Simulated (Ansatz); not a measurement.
**B3LYP/6-31G(d) (Cartesian functions) run of SiO (SMILES O=[Si])**

Aim: the vertical ionisation energy of SiO at B3LYP/6-31G* (Cartesian functions), from 2 runs. 

The calculation is run with Ansatz 0.2.0.

32 further runs of the same task are left out: 32 set aside as unsound or not needed.

## 1. The system as given

The species is SiO (2 atoms), meant as a singlet with charge 0. As SMILES, `O=[Si]`. The shape is that of a PBE0-D4/def2-TZVP optimisation.

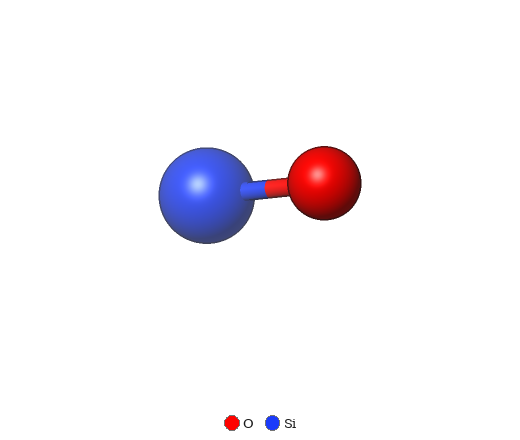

Viewed from a chosen angle; oxygen red, silicon blue.

## 2. A single-point energy at B3LYP/6-31G(d) (Cartesian functions)

Contents of in.yaml:

```yaml
crystal:
  periodic: [false, false, false]
  atoms:
    - symbol: O
      position_ang: [-0.640700, 0.231500, -0.324000]
    - symbol: Si
      position_ang: [0.640700, -0.231500, 0.324000]
basis:
  gaussian: {orbitals: "6-31G*"}
hamiltonian: {xc: {name: B3LYP}}
accuracy: high
output: {orbitals: {seedname: orbitals}}
```

Started as:

```
ansatz run in.yaml --threads 1 --pin off --max-ram 3480MiB --events-out events.jsonl --progress --plain --runs-dir runs
```

The log of the run:

```text
Warning: RAYON_NUM_THREADS=1 ignored (pool sized by the plan → 1); use --threads N
Functional definition: B3LYP
  name "B3LYP"
  parameter a0 = 0.2
  parameter ax = 0.72
  parameter ac = 0.81
  exchange = (1 - a0 - ax)*slater_x + ax*b88_x + a0*exact_x
  correlation = (1 - ac)*vwn_rpa_c + ac*lyp_c
571 factors; integrals over basis functions are off by at most 3.0e-9 eV
mean field evaluation 1: about -9915.9481 eV, gradient 6.5e1 eV
mean field evaluation 2: about -9818.2279 eV, gradient 1.8e2 eV
mean field evaluation 4: about -9924.4933 eV, gradient 3.4e0 eV
mean field evaluation 8: about -9924.5303 eV, gradient 1.3e-1 eV
mean field evaluation 16: about -9924.5303 eV, gradient 1.9e-7 eV
mean field -9924.53033793 eV, -364.7197628308 hartree, gradient 1.4e-8 eV, S^2 0.000000; 0 other end points of the search recorded, 0 dependent functions left out
reference -9924.53036216 eV, -364.7197637211 hartree; 11, 11 occupied and 23, 23 virtual orbitals, 571 factors
Total energy: -9924.53036216 eV, -364.7197637211 hartree
```

Run time: 0.8 s. Hardware: 1 thread of Arm Neoverse V2, shared host.

## 3. The doublet cation at the same level

Contents of in.yaml:

```yaml
basis:
  gaussian:
    orbitals: "6-31G*"
crystal:
  periodic: [false, false, false]
  atoms:
    - {symbol: O, position_ang: [-0.640700, 0.231500, -0.324000]}
    - {symbol: Si, position_ang: [0.640700, -0.231500, 0.324000]}
total_charge: 1
magnetization:
  spin_polarized: true
  initial_magnetization: 1
hamiltonian:
  xc: {name: B3LYP}
accuracy: high
output:
  orbitals: {seedname: orbitals}
```

Started as:

```
ansatz run in.yaml --threads 1 --pin off --max-ram 3480MiB --events-out events.jsonl --progress --plain --runs-dir runs
```

The log of the run, shortened:

```text
Warning: RAYON_NUM_THREADS=1 ignored (pool sized by the plan → 1); use --threads N
[... 7 set-up lines as earlier in the session ...]
571 factors; integrals over basis functions are off by at most 3.0e-9 eV
mean field evaluation 1: about -9884.2248 eV, gradient 8.2e1 eV
mean field evaluation 2: about -9685.5284 eV, gradient 1.5e2 eV
mean field evaluation 4: about -9911.0211 eV, gradient 2.1e1 eV
mean field evaluation 8: about -9913.1136 eV, gradient 6.0e-1 eV
mean field evaluation 16: about -9913.1376 eV, gradient 9.1e-5 eV
mean field evaluation 32: about -9913.1376 eV, gradient 2.3e-8 eV
mean field -9913.13758442 eV, -364.3010868614 hartree, gradient 2.3e-8 eV, S^2 0.757751; 1 other end points of the search recorded, 0 dependent functions left out
reference -9913.13760944 eV, -364.3010877809 hartree; 11, 10 occupied and 23, 24 virtual orbitals, 571 factors
Total energy: -9913.13760944 eV, -364.3010877809 hartree
```

Wall time 1.8 s (1 thread of Arm Neoverse V2, shared host); peak memory 0.11 GiB.

## 4. Summary of results

Level: B3LYP/6-31G* (Cartesian functions).

```
                                          quantity          value
                         singlet SiO: total energy  -364.71976 Eh
                          singlet SiO: HOMO energy       -8.41 eV
                          singlet SiO: LUMO energy       -1.85 eV
                        singlet SiO: HOMO–LUMO gap        6.56 eV
                      doublet cation: total energy  -364.30109 Eh
doublet cation: HOMO energy (highest over α and β)      -17.54 eV
 doublet cation: LUMO energy (lowest over α and β)      -14.41 eV
                              doublet cation: ⟨S²⟩          0.758
vertical ionisation energy (to the doublet cation)      11.393 eV
```

The vertical ionisation energy comes to 11.39 eV (1099 kJ/mol). −ε(HOMO) before ionisation, 8.41 eV, is 2.98 eV below this ionisation energy.
